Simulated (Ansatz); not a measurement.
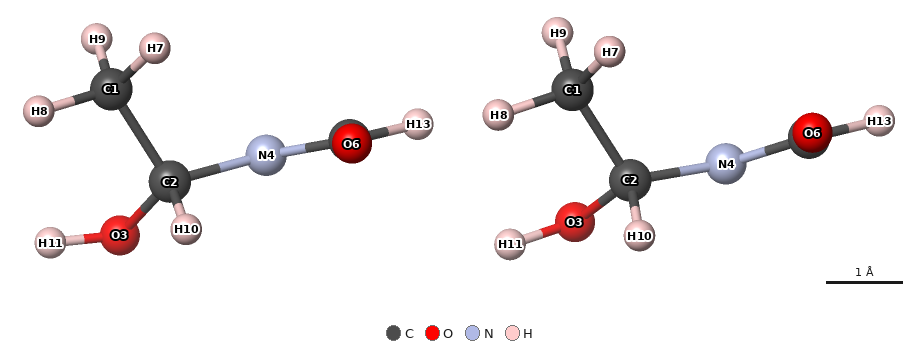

Two geometries of C₃H₇NO₂, drawn at one scale. One is the start of a relaxation, the other its converged end. A ball-and-stick model, seen from a free direction.

Computed with RKS PBE0-D4/def2-SVP in Ansatz 0.2.0. Set-up: no spin polarisation; force threshold 0.015 eV/Å; at most 40 steps.

Q: Which one is relaxed?

A: The left one is the relaxed one. The run prepares an end point of a later path (torsion) calculation, from a guessed geometry. After 11 accepted moves (13 points after the start) the energy has fallen by 0.372 eV. Largest force component: 3 eV/Å at the start, 0.01 eV/Å at the end. The line search rejected the trial steps at points 3, 10 of the run. The atom that moves furthest after the best rigid fit is an O atom (0.20 Å). Largest moves by element: O 0.20 Å, H 0.18 Å, N 0.11 Å, C 0.06 Å. Near-neighbour distances that change, for instance: C–H 1.172 → 1.101 Å, C–H 1.049 → 1.099 Å, H–O 1.005 → 0.962 Å, C–N 1.402 → 1.443 Å. Among the angles between lasting bonds that change: C–C–N 118.0° → 112.2°, C–C–O 107.9° → 112.5°, C–O–H 103.9° → 108.1°. The run took 42 s on 2 threads of Arm Neoverse V2 (shared host), peak memory 0.28 GiB.
